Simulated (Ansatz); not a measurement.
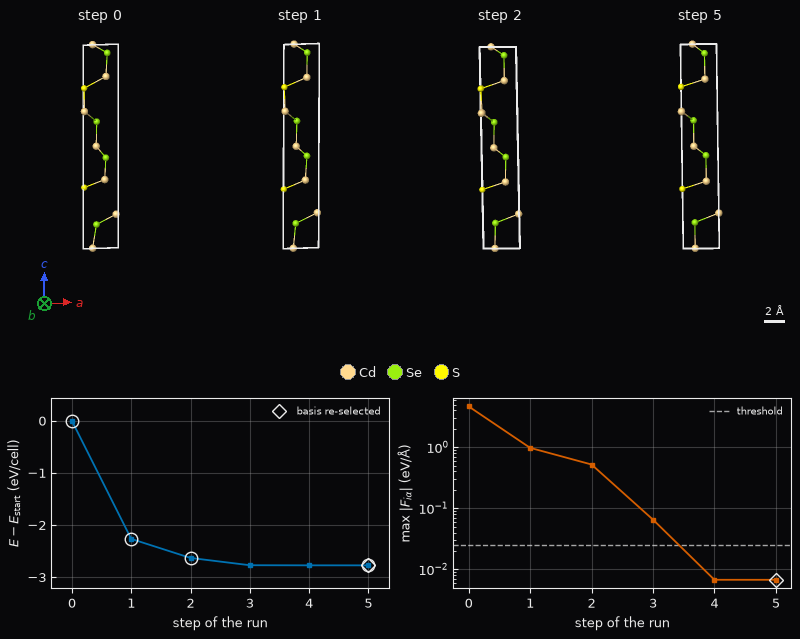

Frames of a relaxation of a crystal of Cd3Se2S (a generated structure, set up in P1) (coarse preliminary run), marked on the history of the run. The picture is a ball-and-stick view of the cell of the calculation, seen along the b axis.

The calculation used DFT PBE, scalar-relativistic, plane waves, PAW (Ansatz). (plane-wave cutoff 420 eV; k-point mesh 6 × 6 × 1; occupations gaussian; smearing width 0.1 eV; no spin polarisation; cell and atoms relaxed; force threshold 0.025 eV/Å; at most 60 steps)

Q: What happens along the run?

A: A Cd atom moves most relative to the cell: 0.32 Å along [2 2 −1]. Largest moves by element: Cd 0.32 Å, S 0.27 Å, Se 0.27 Å. The volume changes by +0.8 %, with a 4.268 → 4.317 Å (+1.1 %), b 4.403 → 4.315 Å (−2.0 %), c 21.099 → 21.165 Å (+0.3 %), α 91.0° → 90.0°, β 88.1° → 90.0°, γ 121.3° → 120.0°. Near-neighbour distances that change, for instance: Cd–Se 2.272 → 2.682 Å, Cd–Se 2.298 → 2.665 Å, Cd–S 2.285 → 2.608 Å, Cd–Se 2.341 → 2.663 Å. Among the angles between lasting bonds that change: Cd–Se–Cd 127.1° → 110.8°, Se–Cd–S 121.6° → 107.0°, Se–Cd–S 124.6° → 110.8°. The space group stays P1 (No. 1). Over 4 accepted moves (5 points after the start) the energy falls by 2.771 eV per cell of the calculation. Largest force component: 4.7 eV/Å at the start, 0.0067 eV/Å at the end. Pressure: 3.93 GPa at the start and 0.00 GPa at the end. The SCF was repeated once at an unchanged geometry on a basis and grid sized afresh for the cell, which shifted the energy by 0.4 meV per cell of the calculation at most. From step 0 to 1: an S atom moves most (0.20 Å), energy −2.264 eV per cell of the calculation. From step 1 to 2: a Cd atom moves most (0.11 Å), volume +0.9 %, energy −0.365 eV per cell of the calculation. From step 2 to 5: a Cd atom moves most (0.12 Å), energy −0.142 eV per cell of the calculation.

| step | E − E(0), meV/atom | largest force component, eV/Å | pressure, GPa | volume, Å³/atom | note |
| --- | --- | --- | --- | --- | --- |
| 0 | 0.00 | 4.6529 | 3.93 | 28.219 |  |
| 1 | -188.65 | 0.9757 | 1.06 | 28.195 |  |
| 2 | -219.07 | 0.5204 | 0.20 | 28.437 |  |
| 3 | -230.72 | 0.0651 | 0.12 | 28.385 |  |
| 4 | -230.89 | 0.0067 | 0.00 | 28.456 |  |
| 5 | -230.92 | 0.0067 | 0.00 | 28.456 | same geometry, new basis |
